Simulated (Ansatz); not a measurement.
CH3MgO: several calculations on one system

**1. Relaxation**

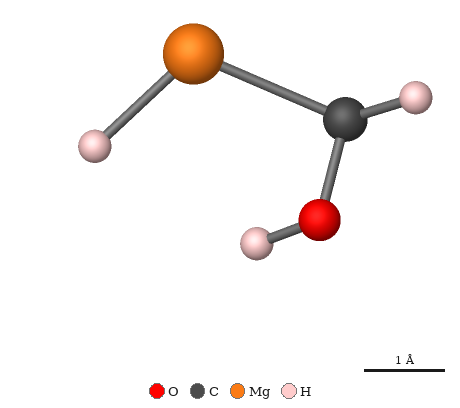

This is the input geometry for a relaxation of CH3MgO (multiplicity 2). Style: ball-and-stick. Shown face on.

The run prepares an end point of a later path (torsion) calculation, from a guessed geometry.

Method: UKS LDA/def2-SVP (Ansatz 0.2.0).

Input file:
```yaml
crystal:
  periodic: [false, false, false]
  atoms:
    - { symbol: O, position_ang: [-0.52819, -0.92971, -0.3746] }
    - { symbol: C, position_ang: [0.51708, -0.179, -0.85505] }
    - { symbol: Mg, position_ang: [0.69356, 1.12541, 0.76357] }
    - { symbol: H, position_ang: [-1.21199, -0.33287, -0.02431] }
    - { symbol: H, position_ang: [1.25025, -0.91288, -1.21877] }
    - { symbol: H, position_ang: [-0.72071, 1.22906, 1.70916] }
magnetization:
  spin_polarized: true
  initial_magnetization: 1
basis:
  gaussian: { orbitals: def2-SVP }
hamiltonian:
  xc: lda
relax:
  f_tol: 0.015
  max_steps: 40
output:
  orbitals: {}
```

Launched with:
```bash
ansatz run input.yaml --threads 1 --pin off --max-ram 2048MiB --backend cpu --events-out ev --progress --plain --runs-dir out
```

### Where does the relaxation end?

Over 11 geometry steps the energy falls by 0.602 eV. The largest force component goes from 0.89 to 0.0074 eV/Å. H6 moves most after the best rigid fit: 1.46 Å. Largest moves by element: H 1.46 Å, O 0.76 Å, Mg 0.53 Å, C 0.47 Å. Near-neighbour distances that change, for instance: Mg3–H4 2.526 → 3.200 Å, C2–Mg3 2.086 → 2.059 Å, O1–C2 1.374 → 1.349 Å, C2–H5 1.099 → 1.117 Å. Among the angles between lasting bonds that change: C2–Mg3–H6 113.5° → 178.1°, O1–C2–Mg3 97.7° → 136.1°, Mg3–C2–H5 128.1° → 116.9°. The run took 18 s on 1 thread of Intel(R) Xeon(R) Processor @ 2.70GHz (shared host), peak memory 0.15 GiB.

Step by step:

```
step  E − E(0), eV  largest force component, eV/Å
   0        0.0000                         0.8864
   1       -0.0992                         1.3681
   2       -0.1910                         0.7319
   3       -0.2687                         0.3053
   4       -0.3477                         0.2890
   5       -0.4321                         0.2755
   6       -0.5055                         0.2792
   7       -0.5719                         0.2100
   8       -0.6001                         0.1150
   9       -0.6022                         0.0656
  10       -0.6023                         0.0302
  11       -0.6024                         0.0074
```

Final geometry:

```xyz
6

O    -0.5693   -1.2334   -1.0687
C     0.3007   -0.3772   -0.4941
Mg    0.2201    1.0422    0.9952
H    -1.4474   -1.1331   -0.6564
H     1.2868   -0.5272   -0.9965
H     0.2091    2.2286    2.2206
```

The end point in the same view:

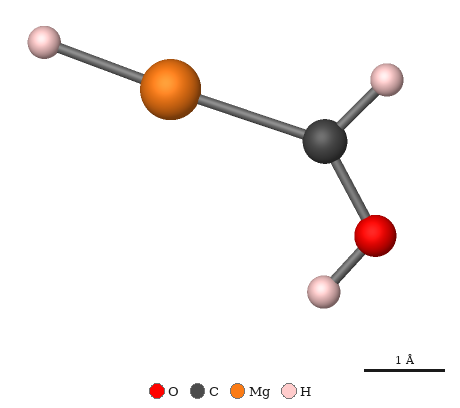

**2. Relaxation**

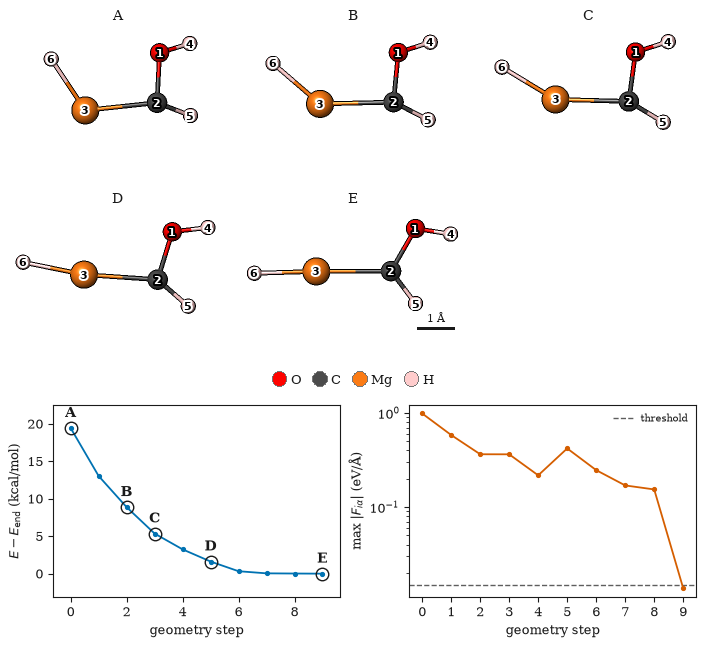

Frames of a relaxation of CH$_{3}$MgO (multiplicity 2), marked on the history of the run. A ball-and-stick model, seen face on.

The run prepares an end point of a later path (torsion) calculation, from a guessed geometry.

Computed with UKS LDA/def2-SVP (Ansatz 0.2.0).

The input:
```yaml
crystal:
  periodic: [false, false, false]
  atoms:
    - { symbol: O, position_ang: [-0.52819, -0.92971, -0.3746] }
    - { symbol: C, position_ang: [0.51708, -0.179, -0.85505] }
    - { symbol: Mg, position_ang: [0.76828, -1.17625, -2.67025] }
    - { symbol: H, position_ang: [-1.21199, -0.33287, -0.02431] }
    - { symbol: H, position_ang: [0.21618, 0.86533, -0.69002] }
    - { symbol: H, position_ang: [0.12768, -2.7557, -2.67133] }
magnetization:
  spin_polarized: true
  initial_magnetization: 1
basis:
  gaussian: { orbitals: def2-SVP }
hamiltonian:
  xc: lda
relax:
  f_tol: 0.015
  max_steps: 40
```

Run as
```bash
ansatz run input.yaml --threads 1 --pin off --max-ram 2048MiB --backend cpu --events-out ev --progress --plain --runs-dir out
```

**What happens along the run?**

H6 moves most after the best rigid fit: 1.23 Å. Largest moves by element: H 1.23 Å, Mg 0.64 Å, O 0.62 Å, C 0.54 Å. Among the contacts that change: C2–Mg3 2.086 → 2.053 Å, C2–H5 1.099 → 1.117 Å, O1–C2 1.374 → 1.356 Å, O1–H4 0.973 → 0.978 Å. Among the angles between lasting bonds that change: C2–Mg3–H6 113.5° → 178.5°, O1–C2–Mg3 97.7° → 120.1°, O1–C2–H5 105.0° → 113.3°. The energy falls by 19.4 kcal/mol in 9 geometry steps. Largest force component: 0.99 eV/Å at the start, 0.014 eV/Å at the end. Cost: 14 s on 1 thread of Intel(R) Xeon(R) Processor @ 2.70GHz, with other jobs on the host, peak memory 0.15 GiB. From step 0 to 2: H6 moves most (0.39 Å), energy −10.6 kcal/mol. From step 2 to 3: H6 moves most (0.20 Å), energy −3.52 kcal/mol. From step 3 to 5: H6 moves most (0.40 Å), energy −3.73 kcal/mol. From step 5 to 9: H6 moves most (0.31 Å), energy −1.62 kcal/mol.

**3. Path**

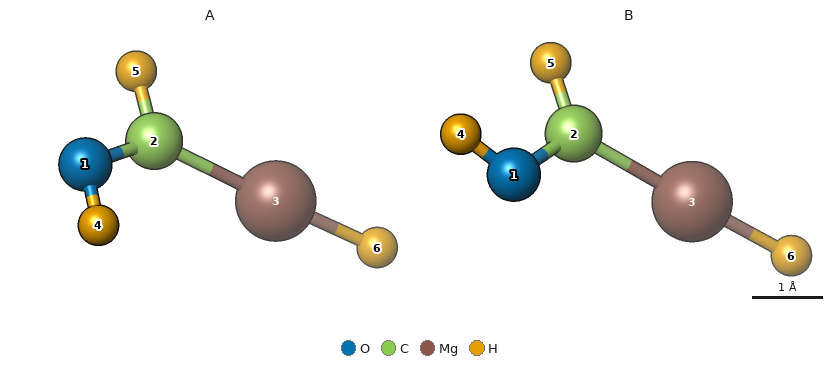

The two relaxed end points of a path for CH3MgO (multiplicity 2). The picture is a ball-and-stick view, seen at a tilt.

Level of theory: UKS LDA/def2-SVP (Ansatz 0.2.0).

The input:
```yaml
crystal:
  periodic: [false, false, false]
  atoms:
    - { symbol: O, position_ang: [-0.518361, -1.295446, -1.020176] }
    - { symbol: C, position_ang: [0.307894, -0.365079, -0.49874] }
    - { symbol: Mg, position_ang: [0.181654, 1.077579, 0.964861] }
    - { symbol: H, position_ang: [-1.384398, -1.250511, -0.573932] }
    - { symbol: H, position_ang: [1.281695, -0.453645, -1.03842] }
    - { symbol: H, position_ang: [0.131517, 2.287112, 2.166405] }
magnetization:
  spin_polarized: true
  initial_magnetization: 1
basis:
  gaussian: { orbitals: def2-SVP }
hamiltonian:
  xc: lda
neb:
  order_check: false
  images: 7
  f_tol: 0.05
  max_iterations: 60
  initial_path: idpp
  final_atoms:
    - { symbol: O, position_ang: [-0.93243037, -1.03049208, -0.56966086] }
    - { symbol: C, position_ang: [0.19022565, -0.29470894, -0.37535594] }
    - { symbol: Mg, position_ang: [0.2206112, 1.18292933, 1.04961415] }
    - { symbol: H, position_ang: [-0.79878, -1.69242553, -1.27671541] }
    - { symbol: H, position_ang: [1.03108537, -0.58567663, -1.05055903] }
    - { symbol: H, position_ang: [0.28928915, 2.42038385, 2.22267508] }
```

Command:
```bash
ansatz run input.yaml --threads 1 --pin off --max-ram 2048MiB --backend cpu --events-out ev --progress --plain --runs-dir out
```

> Predict the minimum-energy path and its barrier.

Forward barrier 0.41 eV, backward barrier 0.40 eV, with image 4 at the top; the reaction energy is +0.01 eV. The motion is a rotation about the O1–C2 bond by about 180°, with a turn of about 360° about C2–Mg3. No bond forms or breaks between the ends. Bond angles that change up to the highest image, for instance: O1–C2–Mg3 136.1° → 118.8°, Mg3–C2–H5 116.9° → 128.5°. The band is converged. At the top, the vibrational analysis gives one imaginary mode (753i cm⁻¹), as a transition state must have.

Energies of the converged images:

```csv
image,path (Å),E (eV)
0,0.00,0.000
1,0.21,0.043
2,0.42,0.168
3,0.63,0.327
4,0.84,0.410
5,1.14,0.264
6,1.44,0.099
7,1.74,0.031
8,2.04,0.011
```

The geometry at the top of the path:

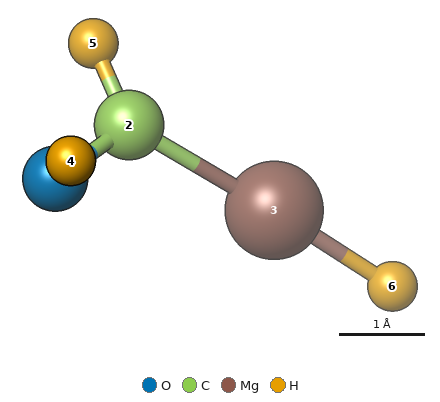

The run took 2.5 min on 1 thread of Intel(R) Xeon(R) Processor @ 2.70GHz, with other jobs on the host, peak memory 0.12 GiB.
